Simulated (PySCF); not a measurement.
# NMR shielding calculation, with input and output: C$_{7}$H$_{6}$S

The run: NMR shielding calculation of C$_{7}$H$_{6}$S, SMILES SC1c2ccccc21. Method and program: GIAO PBE0/pcSseg-1 NMR shielding, non-relativistic, gas phase (PySCF 2.14.0).

The geometry comes from this level: GFN2-xTB, MD frame at 250 fs, 300 K. It belongs to a series of runs on one base structure; here: MD frame at 250 fs, 300 K. Figures and captions count atoms from 1; the log counts them from 0 in places.

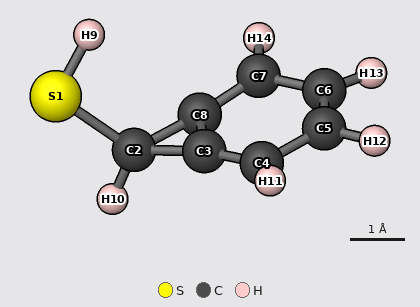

Fig. 1: The input geometry (ball-and-stick view, seen at a tilt; atoms are numbered from 1 in the order of the input).

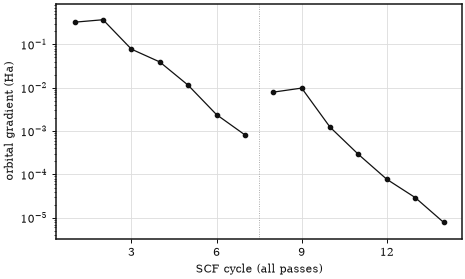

Fig. 2: Convergence of the self-consistent field: orbital gradient against the SCF cycle. The dotted line marks the change from a coarse to the final integration grid. The first 7 cycles use a coarse grid, the final grid takes over at cycle 8, and the field converges after 14 cycles in all.

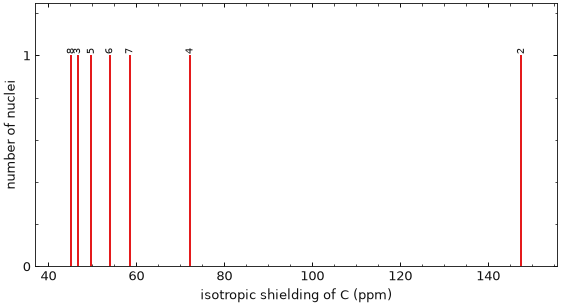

Fig. 3: Isotropic shieldings of the carbon nuclei in this fixed geometry, labelled by atom number; shielding grows to the right, so chemical shift grows to the left. The least shielded is C8 (45.1 ppm), the most shielded C2 (147.5 ppm).

The input and output of the run follow.

**Input file**
```
{"job": {"kind": "nmr", "xc": "PBE0", "basis": "pcSseg-1", "pop": false}, "charge": 0, "multiplicity": 1}
S      3.135300     0.689400    -0.002600
C      1.921900    -0.650500    -0.319100
C      0.507000    -0.488200    -0.734200
C     -0.663100    -0.368400    -1.352300
C     -1.757600    -0.578700    -0.423100
C     -1.615300    -0.880500     0.878700
C     -0.306500    -0.909900     1.494700
C      0.762500    -0.865100     0.614700
H      2.342500     1.515800     0.681900
H      2.506900    -1.487400    -0.704700
H     -0.979900     0.071900    -2.277200
H     -2.755000    -0.587100    -0.899800
H     -2.395900    -1.240900     1.546200
H     -0.224000    -1.020900     2.596500
```

The first line tells a small driver script what to run in PySCF; the rest is the geometry in Å.

Launched with:
```bash
OMP_NUM_THREADS=1 python <driver script> task.json out
```

**Output**
```
coarse grid: 12952 points
cycle   1  E = -667.8285119892  dE =  1.473e+00  |g| = 3.256e-01  |ddm| = 3.855e+00
cycle   2  E = -667.8249400932  dE =  3.572e-03  |g| = 3.707e-01  |ddm| = 9.390e-01
cycle   3  E = -667.8585644874  dE = -3.362e-02  |g| = 7.771e-02  |ddm| = 5.182e-01
cycle   4  E = -667.8599024587  dE = -1.338e-03  |g| = 3.936e-02  |ddm| = 1.431e-01
cycle   5  E = -667.8602979297  dE = -3.955e-04  |g| = 1.144e-02  |ddm| = 5.211e-02
cycle   6  E = -667.8603315096  dE = -3.358e-05  |g| = 2.399e-03  |ddm| = 1.687e-02
cycle   7  E = -667.8603326914  dE = -1.182e-06  |g| = 8.182e-04  |ddm| = 3.500e-03
final grid: 122440 points
cycle   8  E = -667.9107278665  dE = -2.368e-05  |g| = 7.929e-03  |ddm| = 4.250e-02
cycle   9  E = -667.9107188046  dE =  9.062e-06  |g| = 9.827e-03  |ddm| = 2.428e-02
cycle  10  E = -667.9107446317  dE = -2.583e-05  |g| = 1.232e-03  |ddm| = 1.446e-02
cycle  11  E = -667.9107450212  dE = -3.895e-07  |g| = 2.902e-04  |ddm| = 1.581e-03
cycle  12  E = -667.9107450438  dE = -2.261e-08  |g| = 7.737e-05  |ddm| = 3.883e-04
cycle  13  E = -667.9107450451  dE = -1.343e-09  |g| = 2.930e-05  |ddm| = 1.007e-04
cycle  14  E = -667.9107450453  dE = -2.128e-10  |g| = 7.868e-06  |ddm| = 4.004e-05
converged SCF energy = -667.9107450453

GIAO shielding tensors (ppm)
atom      isotropic    diamagn.    paramagn.     s11        s22        s33       span
  0 S      459.160    1054.977    -595.817    284.928    347.432    745.120    460.192
  1 C      147.516     254.973    -107.458    111.266    137.756    193.526     82.260
  2 C       46.600     262.456    -215.856    -84.240      9.704    214.335    298.574
  3 C       72.156     253.044    -180.887     -6.693     41.661    181.501    188.193
  4 C       49.717     254.444    -204.727    -47.171     22.667    173.656    220.827
  5 C       53.912     254.022    -200.110    -46.386     34.630    173.493    219.880
  6 C       58.448     254.452    -196.004    -13.273     17.919    170.699    183.972
  7 C       45.150     265.243    -220.093    -95.575      0.247    230.779    326.354
  8 H       29.639      29.741      -0.102     23.644     28.975     36.300     12.656
  9 H       26.817      30.142      -3.325     21.147     24.681     34.623     13.476
 10 H       24.144      31.332      -7.188     20.448     25.604     26.379      5.931
 11 H       24.138      29.302      -5.164     20.415     25.040     26.959      6.544
 12 H       23.897      29.770      -5.873     20.564     24.197     26.929      6.365
 13 H       23.763      29.344      -5.581     19.769     25.059     26.461      6.692
```

**Summary**

- outcome: converged
- total energy: −667.910745 hartree
- HOMO: −6.84 eV
- LUMO: −1.02 eV
- dipole moment: 2.00 D
- isotropic shielding, S: 459.2 ppm
- isotropic shielding, C: 45.1 to 147.5 ppm
- isotropic shielding, H: 23.8 to 29.6 ppm
- hardware: 1 CPU thread, shared host
- wall time: 57 s
- peak memory: 0.77 GiB
